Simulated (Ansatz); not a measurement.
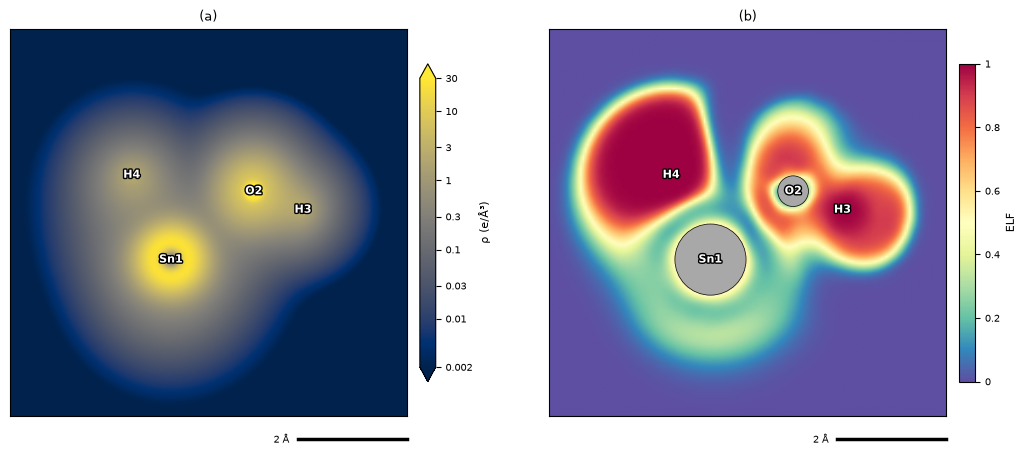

The picture shows: H4OSn. (a) electron density; (b) electron localisation function on the plane of atoms O2, Sn1 and H4. Grey discs cover the atomic cores in the ELF map.

Core potentials replace the inner electrons of Sn; not at a stationary point (largest force 1.7 eV/Å).

Computed with RKS B3LYP/def2-SVP in Ansatz.

```yaml
atoms:
  - { symbol: Sn, position_ang: [0.2134, -0.0118, -0.0483] }
  - { symbol: O, position_ang: [0.8586, -0.1075, 1.8107] }
  - { symbol: H, position_ang: [0.2210, -0.1764, 2.5366] }
  - { symbol: H, position_ang: [1.9229, 0.0202, -0.1791] }
  - { symbol: H, position_ang: [-0.6886, 1.4121, -0.4058] }
  - { symbol: H, position_ang: [-0.6374, -1.4180, -0.5635] }
```

Q: Interpret the plot.

A:
- Atoms in the plane: Sn, O and H.
- Sn–O (1.97 Å): ρ is about 0.72 e/Å³ halfway; the ELF peaks at about 0.85 in the valence shell of O, 0.6 Å from its nucleus, and drops to about 0.10 between the two atoms.
- O–H (0.97 Å): ρ is about 3.6 e/Å³ halfway; the ELF climbs to about 1 towards the hydrogen, as it does in any bond to H; an ordinary covalent bond to hydrogen.
- Sn–H (1.71 Å): ρ is about 1.1 e/Å³ halfway; the ELF climbs to about 1 towards the hydrogen.
- The ELF also peaks beside O2, away from the bonds: lone-pair regions.
